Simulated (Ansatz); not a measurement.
# Starting-point dependence of the GW gap of LiH (Fm-3m)

How much of the starting functional survives in the G0W0 gap of LiH (Fm-3m)?

Main program and level: Ansatz 0.2.0; G0W0 on several functionals, plane waves, PAW.

The database entry behind the starting cell differs from later determinations by our own check (the deuteride, about 0.2 % short), so it need not match the best structure at ambient conditions.

In doubt: masses and optical values from hybrid runs of this build are listed as unsure (steps 3, 4), which bears on the screening that GW takes from such a start.

## 1. Starting point

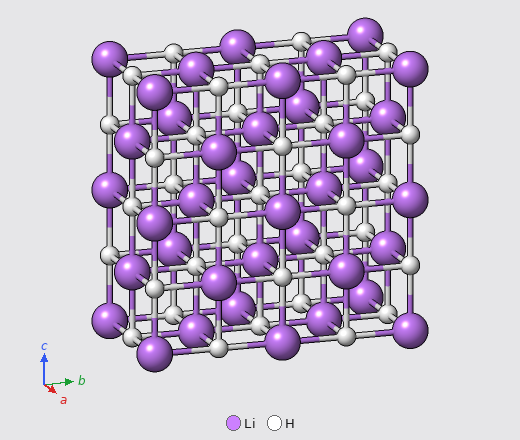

Start, viewed slightly off an axis; lithium purple, hydrogen white. 1×2×2 cells are drawn. This picture shows the conventional cell, with its axes. Some periodic images of atoms are drawn too.

Structure file:

```cif
data_structure
_symmetry_space_group_name_H-M 'P 1'
_symmetry_Int_Tables_number 1
_cell_length_a 2.8804
_cell_length_b 2.8804
_cell_length_c 2.8804
_cell_angle_alpha 60.000
_cell_angle_beta 60.000
_cell_angle_gamma 60.000
_cell_volume 16.90
loop_
_atom_site_label
_atom_site_type_symbol
_atom_site_fract_x
_atom_site_fract_y
_atom_site_fract_z
_atom_site_occupancy
Li1 Li 0.00000 0.00000 0.00000 1
H2 H 0.50000 0.50000 0.50000 1
```

The cell and positions come from the Crystallography Open Database and are kept as given unless a step says otherwise. The default PAW set here is soft_2. Its files were made with PBE.

## 2. G0W0 on PBE

Now the one-shot GW correction: screening in the RPA, then the self-energy of the levels asked for.

This step: G0W0 on PBE, plane waves, PAW.

Input file input.yaml:

```yaml
crystal:
  lattice:
    - [0.0, 2.03675, 2.03675]
    - [2.03675, 0.0, 2.03675]
    - [2.03675, 2.03675, 0.0]
  atoms:
    - { symbol: Li, position: [0.0, 0.0, 0.0] }
    - { symbol: H, position: [0.5, 0.5, 0.5] }
kpoints:
  mp_grid: { grid: [6, 6, 6] }
hamiltonian:
  xc: pbe
scf:
  occupations: { method: fixed }
gw:
  n_empty_bands: 50
  ecut_chi: 120
  qp_bands: [v2, c2]
  qp_kpoints: band_edges
  screening: { model: contour_deformation }
```

Started as:

```sh
$ ansatz run input.yaml --threads 3 --pin off --max-ram 92160MiB --backend cuda --events-out ev --progress --plain --runs-dir out --devices 1 --max-vram 13GiB  # rebuilt from the run's record
```

Numbers of over 12 decimals in the logs are rounded to 6 here.

Output:

```text
GPUs: using 1 of 1 available (devices: 1).
Engine: ansatz 0.2.0, x86_64-unknown-linux-gnu
Pseudopotentials: kind: paw
Pseudopotential: Li, paw, valence charge 3, recommended cutoff 420 eV (normal), Li.paw.azcp
Pseudopotential: H, paw, valence charge 1, recommended cutoff 420 eV (normal), H.paw.azcp
Functional definition: PBE
  parameter kappa = 0.804
  parameter beta = 0.066725
  exchange = pbe_x(kappa = kappa, mu = beta*pi^2/3)
  correlation = pbe_c(beta = beta)
device memory: the entry about to start is reckoned to put 0.3 GiB on a device that reports 48.3 GiB free (of which the cap on the GPU budget leaves the run 13.0 GiB)
GPU FFT provider: cuFFT
GPU libraries: cuBLAS 13.8.2, cuFFT 12.4.0, cuSOLVER 12.3.4
Crystal: 2 atoms, lattice volume = 16.898 Å³
Basis set: ecut = 420 eV, 331 PW (Γ)
Bands: 6, of which v1, the nominal top of the filled ones, is band 2 counted from 1 (1 counted from 0)
Symmetry: 48 space group operations
Space group: Fm-3m (ITA 225), of the structure as read, at distance tolerance 2.6e-5 Å
k-points: 16 of 216
Non-local potential: Li, projectors of the file, l = 0: 3, l = 1: 2, l = 2: 1
Non-local potential: H, projectors of the file, l = 0: 2, l = 1: 1
PAW form: soft (Blöchl's): semilocal exchange-correlation on the pseudo side does not see the compensation charge
PAW one-centre angular grid: Li, 110 points (default); XC on 64 Gauss nodes
PAW one-centre angular grid: H, 110 points (default); XC on 64 Gauss nodes
Initial density: superposition of atomic densities (neutral atoms: chi_scale 0, normalization atom), corrected by the library's trained network
Initial wavefunctions: pseudopotential atomic-orbital guess
GPU buffer pool allocated for 8000 grid points (all kernels)
GPU transforms: local potential and band sums: pruned to the plane-wave sphere, on 18×20×20
Functional: x = pbe(κ = 0.804, μ = 0.219515), c = pbe(β = 0.066725)
SCF iter   1: F=—  HF=-221.386512 eV  |F-HF|=—  |Δ(HF+E_count)|=         —  Δρ=8.47e-4  dr2=5.58e-5  ethr=1.77e-3  ⟨swp⟩=4.0  Hψ=746  notcnv=0  defer=22
preconditioner: auto → none  [insulator: Δε(μ)=3.006 eV  Ē_g=13.708 eV  n_scr=0 (ndim 8)  ℏωp=12.8 eV  f_vac=0.000  ε∞_Penn≈1.9]
SCF iter   2: F=—  HF=-221.386540 eV  |F-HF|=—  |Δ(HF+E_count)|=   2.74e-5  Δρ=3.70e-4  dr2=9.58e-6  ethr=1.40e-6  ⟨swp⟩=2.0  Hψ=259  notcnv=0  defer=27
SCF iter   3: F=—  HF=-221.386558 eV  |F-HF|=—  |Δ(HF+E_count)|=   1.88e-5  Δρ=5.34e-5  dr2=3.03e-7  ethr=2.39e-7  ⟨swp⟩=2.0  Hψ=146  notcnv=0  defer=27
iter 4 did not close the SCF: its close was put off for the readings that it lacked (scf_convergence_deferred on its scf_iter line)
SCF iter   4: F=-221.386559 eV  HF=-221.386559 eV  |F-HF|=3.27e-10  |Δ(HF+E_count)|=   7.41e-7  Δρ=3.25e-6  dr2=7.24e-10  ethr=7.59e-9  ⟨swp⟩=2.0  Hψ=112  notcnv=0  defer=27
iter 5 did not close the SCF: its close was put off for the readings that it lacked (scf_convergence_deferred on its scf_iter line)
SCF iter   5: F=-221.386559 eV  HF=-221.386559 eV  |F-HF|=3.24e-11  |Δ(HF+E_count)|=  9.62e-11  Δρ=5.31e-7  dr2=4.01e-11  ethr=1.81e-11  ⟨swp⟩=2.0  Hψ=127  notcnv=0  defer=27
SCF iter   6: F=-221.386559 eV  HF=-221.386559 eV  |F-HF|=2.84e-13  |Δ(HF+E_count)|=  4.02e-11  Δρ=9.18e-8  dr2=1.45e-12  ethr=1.00e-12  ⟨swp⟩=3.2  Hψ=481  notcnv=0
SCF 1 converged in 6 iterations: F = -221.386559 eV  dr2 = 1.45e-12
  greatest PAW one-centre occupation: 1.000 electrons in one spin orbital (limit 2), on the Li atom at site 0 (counted from 0), in its partial waves of l = 0
device memory: the entry about to start is reckoned to put 0.4 GiB on a device that reports 47.5 GiB free (of which the cap on the GPU budget leaves the run 13.0 GiB)
NSCF: frozen V_eff on 16 k-points, pencils in batches of 32, up to order 24
the band table was solved once the SCF had ended and its energy, with any forces and stress, was formed, with the checks that follow a solve (784 applications of the Hamiltonian). They found nothing against the state; the energy, forces and stress were not computed again (output.eigenvalues in the input reference)
device memory: the entry about to start is reckoned to put 0.8 GiB on a device that reports 45.8 GiB free (of which the cap on the GPU budget leaves the run 13.0 GiB)
NSCF: frozen V_eff on 16 k-points
G₀W₀ screening: q 1/16
[... further progress lines ...]
device memory: the entry about to start is reckoned to put 0.2 GiB on a device that reports 43.6 GiB free (of which the cap on the GPU budget leaves the run 13.0 GiB)
NSCF: frozen V_eff on 1 k-points
device memory: the entry about to start is reckoned to put 0.2 GiB on a device that reports 44.4 GiB free (of which the cap on the GPU budget leaves the run 13.0 GiB)
NSCF: frozen V_eff on 1 k-points
SCF converged after 6 iterations
Free energy (F): -221.386559 eV
Harris-Foulkes:  -221.386559 eV  (|F-HF|=2.84e-13)
Internal energy: -221.386559 eV  (E = F + TS)
E sigma→0 (E₀):  -221.386559 eV
Fermi energy:    0.486615 eV
--- Per-component energies (eV) ---
  E_band       = -91.085351
  E_kinetic    = 35.610486
  E_local      = -126.384971  (includes V_loc(G=0)·N_el)
  E_nonlocal   = -31.778319
  E_hartree    = 35.369673
  E_xc         = -20.075558
  E_vxc        = -25.909943  (∫ρ·V_xc dr)
  E_paw        = -21.533923  (= ΣΔE_a)
  E_vpaw       = -13.360923  (= ΣTr[D̂ρ^β])
  E_aug_tail   = -0.001032  (compensation charges beyond the density's cutoff)
  E_ewald      = -92.592916
  E_smearing   = -0.000000  (= −TS)
  E_closure    = 0.000000  (closes the sum)
  Σ components = -221.386559   (vs F -221.386559, Δ=0.00e0)
--- Band table (eV; the first three rows and the last of 16) ---
  k-point 0: bands = ["-43.8346", "-4.7725", "15.9654", "17.8816", "17.8816", "17.8816"]
  k-point 1: bands = ["-43.8250", "-4.2936", "12.6082", "16.0174", "17.0993", "17.0993"]
  k-point 2: bands = ["-43.8058", "-3.0064", "7.6144", "14.3573", "16.4977", "16.4977"]
  k-point 15: bands = ["-43.7842", "0.3317", "4.4917", "7.4119", "11.6767", "17.4415"]
--- G₀W₀: contour deformation, 6 samples at zero and on the imaginary axis and 6 off it, 216 q-points, 50 empty bands' worth ---
  eigenvalues of the whole cell's RPA ε∞ on this k-mesh (on a slab, of 1 + 4πα/V) = 4.1860, 4.1860, 4.1860; static W/v taken at q = 0 is 0.238892
  gw.qp_kpoints: band_edges: 4 of 16 stored k-points solved, in 1 pass; an edge of the gap read off the rows below is read off those points alone
    valence top: of the k-points left out ik 10 came nearest to being solved in a further pass, in band 2 (counted from 1, as in the quasiparticle table): it holds the edge there only if its correction is more favourable than any solved in that band by at least 1.021 eV; those differ by 0.074 eV
    conduction bottom: of the k-points left out ik 10 came nearest to being solved in a further pass, in band 3 (counted from 1, as in the quasiparticle table): it holds the edge there only if its correction is more favourable than any solved in that band by at least 1.644 eV; those differ by 0.081 eV
  `?` marks the rows in doubt; gw_qp.tsv's column doubts and the gw_qp event give each row's grounds
    ik  band        ε_KS         Σx   Σc(E_QP)       V_xc       Z   E_QP_lin       E_QP  E_QP is
     3     1    -43.7962   -44.6433     8.9688   -28.9166  0.7443   -51.5559   -50.5540  root ?
     3     2     -2.0030   -14.3557     2.9363   -10.0584  0.7279    -3.4178    -3.3640  root
     3     3      5.2774    -4.1800    -3.8151    -8.4763  0.7898     5.7624     5.7585  root
     3     4     13.7398    -3.6065    -5.8373    -9.9175  0.7392    14.2209    14.2135  root
    11     1    -43.7872   -44.6619     8.9680   -28.9339  0.7445   -51.5498   -50.5471  root ?
    11     2     -0.5315   -14.2012     2.3142   -10.5845  0.7489    -1.8715    -1.8340  root
    11     3      5.4773    -3.1246    -3.9529    -7.6399  0.7887     6.0453     6.0397  root
    11     4      7.5748    -4.0403    -4.2246    -8.7983  0.7679     8.1154     8.1082  root
    12     1    -43.7844   -44.6691     8.9688   -28.9389  0.7445   -51.5490   -50.5458  root ?
    12     2      0.4866   -14.6836     2.0492   -11.3458  0.7575    -0.8340    -0.8019  root
    12     3      3.5049    -3.6287    -3.4865    -7.6097  0.7986     4.0029     3.9993  root
    12     4     11.0677    -2.6164    -4.8597    -8.1689  0.7490    11.7677    11.7606  root
    15     1    -43.7842   -44.6683     8.9677   -28.9395  0.7445   -51.5481   -50.5453  root ?
    15     2      0.3317   -14.5565     2.0935   -11.1757  0.7562    -0.9883    -0.9556  root
    15     3      4.4917    -3.3645    -3.7256    -7.6245  0.7946     5.0307     5.0261  root
    15     4      7.4119    -2.7986    -4.3134    -7.6980  0.7729     8.0056     7.9978  root
```

Run time: 9.1 s. Hardware: 1 × NVIDIA H100 80GB HBM3 (shared by 6 runs) with 3 threads of AMD EPYC 7R13 (Zen 3), shared host; peak memory 0.98 GiB; 10 s of CPU time.

Numbers from this step:

```
bands summed                                 : 52
RPA ε∞ on this mesh (eigenvalues)            : 4.186, 4.186, 4.186
plane waves in the screening matrix          : 59
q-points in the mesh                         : 216
G0W0 gap on the mesh                         : 4.801 eV
k of the valence top                         : 0, -0.5, -0.5
k of the conduction bottom                   : 0, -0.5, -0.5
starting gap on the mesh                     : 3.018 eV
Z at the valence top                         : 0.7575
Z at the conduction bottom                   : 0.7986
least direct G0W0 gap on the computed points : 4.801 eV
```

The gap on the mesh goes from 3.02 eV to 4.80 eV, a correction of +1.78 eV. Between the two edge states, bare exchange in place of the xc potential would open the gap by 7.32 eV, and correlation takes back 5.54 eV.

## 3. G0W0 on HSE06

One-shot GW remembers its start. Another functional's orbitals and levels show by how much.

This step: G0W0 on HSE06, plane waves, PAW.

Changes to input.yaml since step 2:

```diff
@@ -11,3 +11,3 @@
 hamiltonian:
-  xc: pbe
+  xc: hse06
 scf:
```

Output:

```text
GPUs: using 1 of 1 available (devices: 1).
[...]
davidson cushion auto → on  (no smearing: the cushion is to keep the highest requested band from converging to the state above it; pin scf.eigensolver.cushion to override)
[...]
GPU FFT provider: cuFFT
GPU libraries: cuBLAS 13.8.2, cuFFT 12.4.0, cuSOLVER 12.3.4
Crystal: 2 atoms, lattice volume = 16.898 Å³
Basis set: ecut = 420 eV, 331 PW (Γ)
Bands: 6, of which v1, the nominal top of the filled ones, is band 2 counted from 1 (1 counted from 0)
[... 1 set-up line as in the run before ...]
[...]
k-points: 16 of 216
[...]
GPU buffer pool allocated for 8000 grid points (all kernels)
[...]
SCF iter   1: F=—  HF=-221.386506 eV  |F-HF|=—  |Δ(HF+E_count)|=         —  Δρ=8.52e-4  dr2=5.71e-5  ethr=1.77e-3  ⟨swp⟩=2.0  Hψ=741  notcnv=0
[...]
SCF iter   2: F=-221.386556 eV  HF=-221.386539 eV  |F-HF|=1.66e-5  |Δ(HF+E_count)|=   3.37e-5  Δρ=3.67e-4  dr2=9.32e-6  ethr=1.43e-6  ⟨swp⟩=2.9  Hψ=282  notcnv=0  defer=2
SCF 1 stopped early in 2 iterations: F = -221.386556 eV  dr2 = 9.32e-6
[...]
GPU FFT provider: cuFFT
GPU libraries: cuBLAS 13.8.2, cuFFT 12.4.0, cuSOLVER 12.3.4
[...]
GPU buffer pool allocated for 8000 grid points (all kernels)
[...]
Free energy (F): -221.531097 eV
Frozen-core exchange: fock
[...]
Internal energy: -221.531097 eV  (E = F + TS)
E sigma→0 (E₀):  -221.531097 eV
Fermi energy:    -0.202522 eV
[...]
--- Band table (eV; the first three rows and the last of 16) ---
[...]
guard bands above this table: 2 of the run's 6 bands. The solve was not asked for them (output.publish_guard_bands: true or output.eigenvalues: true publishes all)
[...]
3     1    -47.4818   -44.7774     7.0416   -32.7401  0.7789   -53.0372   -52.4775  root ?
     3     2     -2.9273   -14.3956     2.4756   -10.9921  0.7652    -3.8709    -3.8552  root
     3     3      5.6174    -4.0765    -3.5792    -8.0641  0.8184     6.0278     6.0258  root
     3     4     14.6307    -3.5331    -5.2957    -8.9303  0.6849    14.7325    14.7322  root
    11     1    -47.4730   -44.7943     7.0405   -32.7561  0.7791   -53.0301   -52.4707  root ?
    11     2     -1.2912   -14.2831     1.9795   -11.3566  0.7834    -2.2511    -2.2382  root
    11     3      5.8809    -3.0612    -3.7028    -7.2081  0.8171     6.3275     6.3251  root
    11     4      8.0438    -3.9260    -3.9195    -8.2327  0.8009     8.4334     8.4310  root
    12     1    -47.4709   -44.7995     7.0409   -32.7599  0.7791   -53.0290   -52.4695  root ?
    12     2     -0.2025   -14.7379     1.7682   -11.9966  0.7910    -1.1875    -1.1756  root
    12     3      3.7976    -3.5360    -3.3094    -7.2909  0.8260     4.2451     4.2430  root
    12     4     11.7356    -2.5901    -4.4401    -7.4688  0.7744    12.1761    12.1742  root
    15     1    -47.4703   -44.7998     7.0402   -32.7611  0.7791   -53.0281   -52.4688  root ?
    15     2     -0.3649   -14.6132     1.8018   -11.8436  0.7899    -1.3448    -1.3327  root
    15     3      4.8419    -3.2882    -3.5107    -7.2473  0.8222     5.2926     5.2903  root
    15     4      7.9029    -2.7495    -4.0021    -7.1755  0.8047     8.3296     8.3268  root
```

Wall time 18 s (1 × NVIDIA H100 80GB HBM3 (shared by 6 runs) with 3 threads); peak memory 1.1 GiB; 23 s of CPU time.

Numbers from this step:

* bands summed: 52
* RPA ε∞ on this mesh (eigenvalues): 3.394, 3.394, 3.394
* plane waves in the screening matrix: 59
* q-points in the mesh: 216
* G0W0 gap on the mesh: 5.419 eV
* k of the valence top: 0, -0.5, -0.5
* k of the conduction bottom: 0, -0.5, -0.5
* starting gap on the mesh: 4.000 eV
* Z at the valence top: 0.7910
* Z at the conduction bottom: 0.8260
* least direct G0W0 gap on the computed points: 5.419 eV

Against the run with 6×6×6 mesh, 50 empty bands, screening to 120 eV on PBE, the gap moves by +0.62 eV, while the start moved by +0.98 eV.

## 4. G0W0 on PBE0

This step: G0W0 on PBE0, plane waves, PAW.

Changes to input.yaml since step 3:

```diff
@@ -11,3 +11,3 @@
 hamiltonian:
-  xc: hse06
+  xc: pbe0
 scf:
```

Output:

```text
GPUs: using 1 of 1 available (devices: 1).
[...]
GPU FFT provider: cuFFT
GPU libraries: cuBLAS 13.8.2, cuFFT 12.4.0, cuSOLVER 12.3.4
Crystal: 2 atoms, lattice volume = 16.898 Å³
Basis set: ecut = 420 eV, 331 PW (Γ)
Bands: 6, of which v1, the nominal top of the filled ones, is band 2 counted from 1 (1 counted from 0)
[... 1 set-up line as in the run before ...]
[...]
k-points: 16 of 216
[...]
12     3      4.1315    -3.5286    -3.1982    -6.9544  0.8386     4.3596     4.3592  root
    12     4     12.1280    -2.5882    -4.2397    -7.0739  0.7958    12.3751    12.3740  root
    15     1    -47.8979   -44.8008     6.9960   -33.1880  0.7950   -53.3438   -52.5147  root ?
    15     2     -0.7326   -14.6194     1.6669   -12.2134  0.8049    -1.4774    -1.4717  root
    15     3      5.1890    -3.2824    -3.3873    -6.8975  0.8351     5.4173     5.4168  root
    15     4      8.2729    -2.7459    -3.8456    -6.8022  0.8198     8.4842     8.4836  root
[key lines of the parts left out:]
Free energy (F): -221.574172 eV
Fermi energy:    -0.565155 eV
```

Run time: 18 s. Hardware: 1 × NVIDIA H100 80GB HBM3 (shared by 6 runs) with 3 threads; peak memory 1.1 GiB.

Numbers from this step:

```yaml
bands_summed: 52
rpa_eps_infinity_on_this_mesh_eigenvalues: 3.148, 3.148, 3.148
plane_waves_in_the_screening_matrix: 59
g0w0_gap_on_the_mesh: 5.671 eV
k_of_the_valence_top: 0, -0.5, -0.5
k_of_the_conduction_bottom: 0, -0.5, -0.5
starting_gap_on_the_mesh: 4.697 eV
least_direct_g0w0_gap_on_the_computed_points: 5.671 eV
```

Against the run with 6×6×6 mesh, 50 empty bands, screening to 120 eV on HSE06, the gap moves by +0.25 eV, while the start moved by +0.70 eV.

## 5. Side by side

All on the 6×6×6 mesh with 50 empty bands and screening to 120 eV. Times are wall times on 1 × NVIDIA H100 80GB HBM3 (shared by 6 runs) with 3 threads of AMD EPYC 7R13 (Zen 3), shared host, good to a factor of about two.

| start | starting gap (eV) | shift (eV) | G0W0 gap (eV) | RPA ε∞ (harmonic mean) | Z (valence, conduction) | time |
| --- | --- | --- | --- | --- | --- | --- |
| PBE | 3.02 | +1.78 | 4.80 | 4.19 | 0.76, 0.80 | 9.1 s |
| HSE06 | 4.00 | +1.42 | 5.42 | 3.39 | 0.79, 0.83 | 18 s |
| PBE0 | 4.70 | +0.97 | 5.67 | 3.15 | 0.81, 0.84 | 18 s |

The parts of the quasiparticle energy at the two band edges (eV; QP = start + Σx + Σc − Vxc):

| run | edge | start | Σx | Σc | Vxc | Z | QP |
| --- | --- | --- | --- | --- | --- | --- | --- |
| PBE | valence top | 0.49 | -14.68 | 2.05 | -11.35 | 0.76 | -0.80 |
| PBE | conduction bottom | 3.50 | -3.63 | -3.49 | -7.61 | 0.80 | 4.00 |
| HSE06 | valence top | -0.20 | -14.74 | 1.77 | -12.00 | 0.79 | -1.18 |
| HSE06 | conduction bottom | 3.80 | -3.54 | -3.31 | -7.29 | 0.83 | 4.24 |
| PBE0 | valence top | -0.57 | -14.74 | 1.64 | -12.36 | 0.81 | -1.31 |
| PBE0 | conduction bottom | 4.13 | -3.53 | -3.20 | -6.95 | 0.84 | 4.36 |

For a hybrid start, Vxc holds its share of exact exchange.

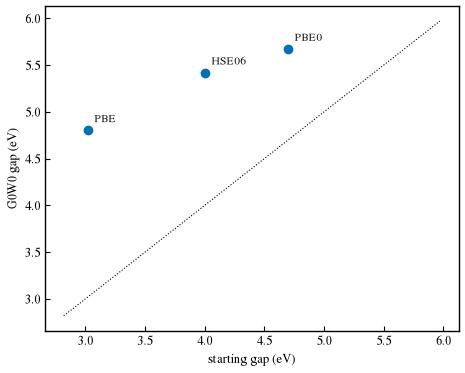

G0W0 gap against starting gap; on the dotted line the correction would vanish.

## 6. Outcome

- G0W0@PBE: 4.80 eV (start 3.02 eV)
- G0W0@HSE06: 5.42 eV (start 4.00 eV)
- G0W0@PBE0: 5.67 eV (start 4.70 eV)
- known limits: not at the basis limit

What this shows: The starting gaps span 1.68 eV and the G0W0 gaps 0.87 eV. Between PBE and PBE0, 0.87 eV of the 1.68 eV survives, 52 %. PBE0 screens less than PBE (ε∞ 3.15 against 4.19). Of the 0.87 eV by which its G0W0 gap is higher, the correlation part gives +0.70 eV, and exchange with the one-particle terms, which follow the orbitals, +0.17 eV. The smallest correction, +0.97 eV, is on PBE0, the start nearest to reproducing itself. Bands and cutoff are finite, so the gap is not at the basis limit. The miss can reach some tenths of an eV and take either sign; the mesh is an error of its own.

[Paths, hosts, dates, memory and timing lines, banners, echoed tables and standing remarks are left out of the program output.]

[Logs are printed without paths, hosts, clocks, repeated set-up lines and the standing remarks that a program may print on its own settings, such as how far it seeks lower states.]

[Runs of the session that timed out or met a known fault of the program may be left out.]

[Cells called generated may have been cut or substituted from an entry of the Crystallography Open Database or the Materials Project.]

[Hosts, paths, dates, database ids (printed as entryN), source tags and the programs' standing remarks are cut or masked in the printed files.]
